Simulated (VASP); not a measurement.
**The Sommerfeld expansion tested on WC**

Wanted: TS, pressure and Fermi level of WC against the smearing width, on one dense mesh.

Program: VASP 6.6.1. Level of theory: PBEsol; plane waves and PAW (W_sv, C), in the first sound run; inputs show where later runs differ. Results are calculated unless marked as measured.

**1. The starting structure**

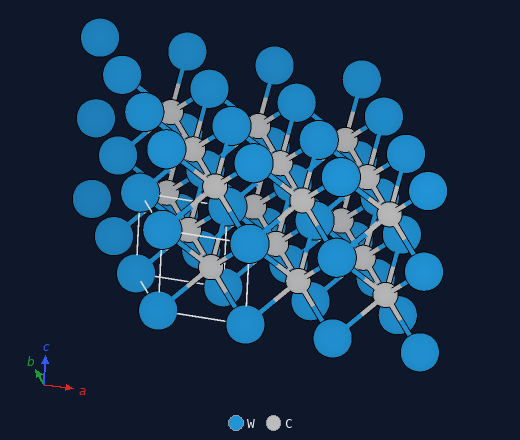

The starting structure, seen from a free direction (tungsten blue, carbon light grey). 3×3×2 cells are drawn. Bonds to atoms that aren't drawn are left out. Some periodic images of atoms are drawn too.

**2. Relax the crystal, PBEsol**

The cell is relaxed and then held.

Level: PBEsol; plane waves and PAW (W_sv, C).

INCAR

```
SYSTEM = WC
PREC = Accurate
ENCUT = 520
EDIFF = 1E-07
NELM = 120
ISMEAR = 1
SIGMA = 0.15
LREAL = .FALSE.
ALGO = Normal
GGA = PS
NBANDS = 15
LASPH = .TRUE.
LORBIT = 11
LWAVE = .FALSE.
LCHARG = .FALSE.
KPAR = 8
IBRION = 2
NSW = 40
ISIF = 3
EDIFFG = -0.005
POTIM = 0.4
```

POSCAR

```
WC
1.0
    2.9005014400      0.0000000000      0.0000000000
   -1.4502507200      2.5119079300      0.0000000000
    0.0000000000      0.0000000000      2.8290000000
W C
1 1
Direct
    0.0000000000      0.0000000000      0.0000000000
    0.6666666670      0.3333333330      0.5000000000
```

KPOINTS

```
Automatic mesh
0
Gamma
17 17 15
0 0 0
```

The projector-augmented-wave data sets are W_sv and C (PBE family, release 64).

On the command line:

```bash
> mpirun -np 8 vasp_std
```

What it wrote:

```text
[banner, memory and clock lines left out]
running    8 mpi-ranks, on    1 nodes
[...]
|                                                                             |
|           W    W    AA    RRRRR   N    N  II  N    N   GGGG   !!!           |
|           W    W   A  A   R    R  NN   N  II  NN   N  G    G  !!!           |
|           W    W  A    A  R    R  N N  N  II  N N  N  G       !!!           |
|           W WW W  AAAAAA  RRRRR   N  N N  II  N  N N  G  GGG   !            |
|           WW  WW  A    A  R   R   N   NN  II  N   NN  G    G                |
|           W    W  A    A  R    R  N    N  II  N    N   GGGG   !!!           |
|                                                                             |
|     For optimal performance we recommend to set                             |
|       NCORE = 2 up to number-of-cores-per-socket                            |
|     NCORE specifies how many cores store one orbital (NPAR=cpu/NCORE).      |
|     This setting can greatly improve the performance of VASP for DFT.       |
[...]
DAV:   5    -0.239000342270E+02    0.18742E-05   -0.71682E-06  9373   0.283E-02    0.441E-03
DAV:   6    -0.239000335976E+02    0.62945E-06   -0.11418E-06  9138   0.879E-03    0.651E-04
DAV:   7    -0.239000336500E+02   -0.52412E-07   -0.80335E-08  4707   0.248E-03
   2 F= -.23900034E+02 E0= -.23900126E+02  d E =0.138053E-03
 trial-energy change:    0.000138  1 .order    0.000137   -0.000251    0.000525
 step:   0.3216(harm=  0.3236)  dis= 0.00000  next Energy=   -23.900212 (dE=-0.403E-04)
[...]
N       E                     dE             d eps       ncg     rms          rms(c)
DAV:   1    -0.239011138755E+02   -0.10803E-02   -0.19819E-02  7934   0.191E+00    0.449E-01
DAV:   2    -0.239003427754E+02    0.77110E-03   -0.16574E-03  8137   0.488E-01    0.938E-02
DAV:   3    -0.239002290637E+02    0.11371E-03   -0.16550E-04  8445   0.115E-01    0.291E-02
DAV:   4    -0.239002108534E+02    0.18210E-04   -0.49606E-05  9166   0.742E-02    0.372E-02
DAV:   5    -0.239002122027E+02   -0.13493E-05   -0.32779E-06  9421   0.191E-02    0.283E-03
DAV:   6    -0.239002121221E+02    0.80577E-07   -0.48875E-07  9065   0.579E-03
   3 F= -.23900212E+02 E0= -.23900311E+02  d E =-.404190E-04
[...]
reached required accuracy - stopping structural energy minimisation
```

It took 37 s on 8 MPI ranks of AMD EPYC 7R43, shared host; peak memory 1.5 GiB.

Lines that name or quote the potential files are left out of all logs, and their timing lines are given in words.

OUTCAR, selected parts (step 2):

```text
  Total       -0.0029505     -0.0029505      0.0022783      0.0000000     -0.0000000      0.0000000
  in kB       -0.2290734     -0.2290734      0.1768876      0.0000000     -0.0000000      0.0000000
  external PRESSURE =      -0.0937530 kB  Pullay stress =       0.0000000 kB

 POSITION                                       TOTAL-FORCE (eV/Angst)
 -----------------------------------------------------------------------------------
      0.00000      0.00000      0.00000         0.000000     -0.000000      0.000000
      1.45072      0.83757      1.41526        -0.000000      0.000000      0.000000
 -----------------------------------------------------------------------------------
    total drift:                               -0.000000      0.000000     -0.000000

  FREE ENERGIE OF THE ION-ELECTRON SYSTEM (eV)
  ---------------------------------------------------
  free  energy   TOTEN  =       -23.9002121221 eV

  energy  without entropy=      -23.9005080550  energy(sigma->0) =      -23.90031077

 reached required accuracy - stopping structural energy minimisation

[... 3 further parts left out ...]
[key lines of the parts left out:]
E-fermi :  10.9669
```

Numbers from this step:

| Quantity | Value |
| --- | --- |
| energy(sigma→0) of the program | -23.9003 eV |
| stress, compression positive | xx, yy, zz -0.02, -0.02, 0.02 GPa |
| volume | 20.636 Å³ |
| ionic steps | 3 |

**3. Tetrahedra, PBEsol**

Tetrahedra give the density of states at the Fermi level without smearing.

Level: PBEsol; plane waves and PAW (W_sv, C).

INCAR

```
SYSTEM = WC
PREC = Accurate
ENCUT = 520
EDIFF = 1E-08
NELM = 100
ISMEAR = -5
SIGMA = 0.15
LREAL = .FALSE.
ALGO = Normal
GGA = PS
NBANDS = 25
LASPH = .TRUE.
LORBIT = 11
LWAVE = .FALSE.
LCHARG = .FALSE.
KPAR = 2
ISIF = 2
NEDOS = 3001
```

POSCAR

```
WC
1.0
    2.9014411141      0.0000000000      0.0000000000
   -1.4507205571      2.5127217116      0.0000000000
    0.0000000000      0.0000000000      2.8305268884
W C
1 1
Direct
    0.0000000000      0.0000000000      0.0000000000
    0.6666666670      0.3333333330      0.5000000000
```

KPOINTS

```
Automatic mesh
0
Gamma
30 30 28
0 0 0
```

On the command line:

```bash
> mpirun -np 2 vasp_std
```

What it wrote:

```text
[banner, memory and clock lines left out]
running    2 mpi-ranks, on    1 nodes
[...]
[... a notice as in an earlier step ...]

 LDA part: xc-table for (Slater+PW92), standard interpolation
 POSCAR, INCAR and KPOINTS ok, starting setup
[...]
entering main loop
       N       E                     dE             d eps       ncg     rms          rms(c)
DAV:   1     0.128082151918E+03    0.12808E+03   -0.78544E+03 68578   0.801E+02
DAV:   2    -0.216859334306E+02   -0.14977E+03   -0.14196E+03 78484   0.259E+02
DAV:   3    -0.267901336076E+02   -0.51042E+01   -0.50657E+01 80223   0.443E+01
DAV:   4    -0.268077551671E+02   -0.17622E-01   -0.17619E-01 77188   0.270E+00
[...]
DAV:  12    -0.238999105451E+02    0.14565E-06   -0.30546E-07 82784   0.441E-03    0.893E-04
DAV:  13    -0.238999104515E+02    0.93630E-07   -0.98875E-09 61517   0.678E-04    0.685E-04
DAV:  14    -0.238999104564E+02   -0.48894E-08   -0.12227E-09 38518   0.321E-04
   1 F= -.23899910E+02 E0= -.23899910E+02  d E =0.000000E+00
|                                                                             |
|           W    W    AA    RRRRR   N    N  II  N    N   GGGG   !!!           |
|           W    W   A  A   R    R  NN   N  II  NN   N  G    G  !!!           |
|           W    W  A    A  R    R  N N  N  II  N N  N  G       !!!           |
|           W WW W  AAAAAA  RRRRR   N  N N  II  N  N N  G  GGG   !            |
|           WW  WW  A    A  R   R   N   NN  II  N   NN  G    G                |
|           W    W  A    A  R    R  N    N  II  N    N   GGGG   !!!           |
|                                                                             |
|     Tetrahedron method does not include variations of the Fermi             |
|     occupations, so forces and stress will be inaccurate. We suggest        |
|     using a different smearing scheme ISMEAR = 1 or 2 for metals in         |
|     relaxations.                                                            |
|                                                                             |
```

It took 5.4 min on 2 MPI ranks; peak memory 1.4 GiB; 11 min of CPU time.

OUTCAR, selected parts (step 3):

```text
  Total        0.0067492      0.0067492      0.0071347     -0.0000000      0.0000000      0.0000000
  in kB        0.5240042      0.5240042      0.5539338     -0.0000000      0.0000000      0.0000000
  external PRESSURE =       0.5339807 kB  Pullay stress =       0.0000000 kB

  FREE ENERGIE OF THE ION-ELECTRON SYSTEM (eV)
  ---------------------------------------------------
  free  energy   TOTEN  =       -23.8999104564 eV

  energy  without entropy=      -23.8999104564  energy(sigma->0) =      -23.89991046

[... 1 part as in an earlier step ...]

[... 3 further parts left out ...]
[key lines of the parts left out:]
E-fermi :  10.9973
```

This run gave:

```
energy(sigma→0) of the program : -23.8999 eV
```

The run ends at a pressure of 0.05 GPa.

**4. Electron temperature, PBEsol**

One member in full: SIGMA = 0.1 eV.

Level: PBEsol; plane waves and PAW (W_sv, C).

INCAR, as its differences from that of step 3:

```diff
@@ -5,4 +5,4 @@
 NELM = 100
-ISMEAR = -5
-SIGMA = 0.15
+ISMEAR = -1
+SIGMA = 0.1
 LREAL = .FALSE.
@@ -17,2 +17 @@
 ISIF = 2
-NEDOS = 3001
```

POSCAR is that of step 3.

KPOINTS is that of step 3.

On the command line:

```bash
> mpirun -np 2 vasp_std
```

What it wrote:

```text
[... set-up lines as in an earlier step ...]
 entering main loop
       N       E                     dE             d eps       ncg     rms          rms(c)
DAV:   1     0.128055805538E+03    0.12806E+03   -0.78544E+03 68578   0.801E+02
DAV:   2    -0.216877135903E+02   -0.14974E+03   -0.14173E+03 78484   0.259E+02
DAV:   3    -0.267919117398E+02   -0.51042E+01   -0.50653E+01 80223   0.443E+01
DAV:   4    -0.268095325940E+02   -0.17621E-01   -0.17619E-01 77188   0.270E+00
[...]
DAV:  13    -0.239048452482E+02    0.33526E-07   -0.95344E-09 61275   0.660E-04    0.670E-04
DAV:  14    -0.239048452354E+02    0.12782E-07   -0.11025E-09 38472   0.304E-04    0.360E-05
DAV:  15    -0.239048452401E+02   -0.46798E-08   -0.12974E-10 37147   0.100E-04
   1 F= -.23904845E+02 E0= -.23899876E+02  d E =-.993866E-02
```

Run time: 6 min. Hardware: 2 MPI ranks; peak memory 1.2 GiB; 12 min of CPU time.

From OUTCAR (step 4):

```text
  LATTYP: Found a hexagonal cell.
 ALAT       =     2.9014411141
 C/A-ratio  =     0.9755589644

 Subroutine GETGRP returns: Found 12 space group operations
 (whereof 12 operations were pure point group operations)

The static configuration has the point symmetry D_3h.

 Found   1365 irreducible k-points:

   dimension x,y,z NGX =    24 NGY =   24 NGZ =   24
   dimension x,y,z NGXF=    48 NGYF=   48 NGZF=   48

   ENCUT  =  520.0 eV  38.22 Ry    6.18 a.u.   5.39  5.39  5.26*2*pi/ulx,y,z

   NELECT =      18.0000    total number of electrons

 E-fermi :  11.0247

 k-point     1 :       0.0000    0.0000    0.0000
  band No.  band energies     occupation
    ...
      5      -3.4592      2.00000
      6       6.6505      2.00000
      7       7.6569      2.00000
      8       7.6569      2.00000
      9      11.1341      0.50176
     10      14.2659      0.00000
     11      14.2659      0.00000
     12      16.7005      0.00000
     13      16.7005      0.00000
     14      17.4551      0.00000
    ...

 k-point     2 :       0.0333   -0.0000    0.0000
  band No.  band energies     occupation
    ...
      5      -3.4293      2.00000
      6       6.6633      2.00000
      7       7.6108      2.00000
      8       7.6848      2.00000
      9      11.0338      0.95466
     10      14.2550      0.00000
     11      14.3763      0.00000
     12      16.6358      0.00000
     13      16.6788      0.00000
     14      17.5487      0.00000
    ...

  Total        0.0178466      0.0178466     -0.0125870     -0.0000000      0.0000000      0.0000000
  in kB        1.3856077      1.3856077     -0.9772500     -0.0000000      0.0000000      0.0000000
  external PRESSURE =       0.5979885 kB  Pullay stress =       0.0000000 kB

 POSITION                                       TOTAL-FORCE (eV/Angst)
 -----------------------------------------------------------------------------------
      0.00000      0.00000      0.00000        -0.000000      0.000000      0.000000
      1.45072      0.83757      1.41526         0.000000      0.000000      0.000000
 -----------------------------------------------------------------------------------
    total drift:                               -0.000000      0.000000     -0.000000

  FREE ENERGIE OF THE ION-ELECTRON SYSTEM (eV)
  ---------------------------------------------------
  free  energy   TOTEN  =       -23.9048452401 eV

  energy  without entropy=      -23.8949065837  energy(sigma->0) =      -23.89987591

 total charge
# of ion       s       p       d       tot
------------------------------------------
    1        2.353   6.432   3.430  12.215
    2        0.849   1.567   0.000   2.416
--------------------------------------------------
tot          3.201   7.999   3.430  14.631

[... 2 parts as in an earlier step ...]

[... 7 further parts left out ...]
```

Numbers from this step:

* energy(sigma→0) of the program: -23.8999 eV
* stress, compression positive: xx, yy, zz 0.14, 0.14, -0.10 GPa

The run ends at a pressure of 0.06 GPa.

**5. All members**

The other members went through these steps as far as the tables show, on the same mesh; 6 runs are not shown. The session took 1.7 core hours (wall time by ranks) on a shared machine.

| width kT (eV) | temperature (K) | free energy less that of the narrowest width (meV/atom) | TS (meV/atom) | pressure (GPa) | shift of the Fermi level (eV) |
| --- | --- | --- | --- | --- | --- |
| 0.025 | 290 | 0.000 | 0.323 | 0.035 | 0.000 |
| 0.050 | 580 | -0.464 | 1.222 | 0.041 | 0.004 |
| 0.075 | 870 | ? | ? | 0.049 | 0.010 |
| 0.100 | 1160 | -2.307 | 4.969 | 0.060 | 0.019 |
| 0.150 | 1741 | -5.494 | 11.780 | 0.097 | 0.046 |
| 0.200 | 2321 | -10.244 | 22.474 | 0.169 | 0.082 |
| 0.300 | 3481 | -25.494 | 58.877 | 0.467 | 0.166 |

**6. The Sommerfeld expansion**

At low temperature TS = (π²/3) g (kT)², so TS, twice the difference of energy(sigma→0) and the free energy, over (π²/3)(kT)² is an effective density of states: 0.157, 0.149, 0.151, 0.159, 0.171, 0.199 states/eV/atom in the rows shown.

Fitting a parabola to the 6 known rows (σ: width in eV) gives g = 0.8471 σ² − 0.1062 σ + 0.1555 in states/eV/atom; the residuals are 0.0026 states/eV/atom r.m.s.

At σ = 0.075 this predicts 0.152 states/eV/atom.

**7. The withheld row**

The calculation gives 0.149 states/eV/atom, so the prediction is 0.003 states/eV/atom too high.

The parabola in σ is an empirical guide, not the expansion itself. Tetrahedra give g = 0.149 states/eV/atom at the Fermi level, the limit that the series should reach at zero width.

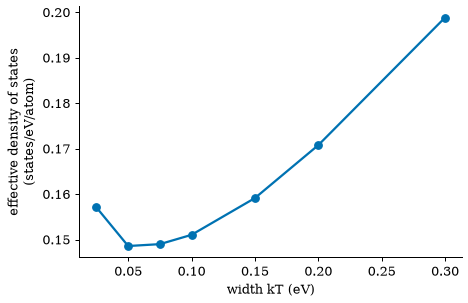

TS over (π²/3)(kT)² against the width.

**8. Results**

```json
{"density of states at the Fermi level, tetrahedra": "0.15 states/eV/atom", "Sommerfeld coefficient from it": "0.35 mJ per mole of atoms and K²", "pressure at the widest setting": "0.47 GPa", "error of the predicted g": "0.003 states/eV/atom"}
```

What this shows: Against the tetrahedron value, the effective density of states stands at +5 % at 0.025 eV, -0 % at 0.05 eV, +1 % at 0.1 eV, +33 % at 0.3 eV. At the widest setting the states within reach are denser than those at the Fermi level. The narrowest row breaks the trend of the next ones, as mesh noise would; no test of the mesh was run. Spin-orbit coupling is left out. The bare coefficient lacks the electron-phonon enhancement of measured heat capacities.

[Lines on the potential files, build, host, timing and source positions are cut from VASP's logs without a mark.]

[Logs are printed without paths, hosts, clocks, repeated set-up lines and the standing remarks that a program may print on its own settings, such as how far it seeks lower states.]

[Hosts, paths, dates, database ids (printed as entryN), source tags and the programs' standing remarks are cut or masked in the printed files.]
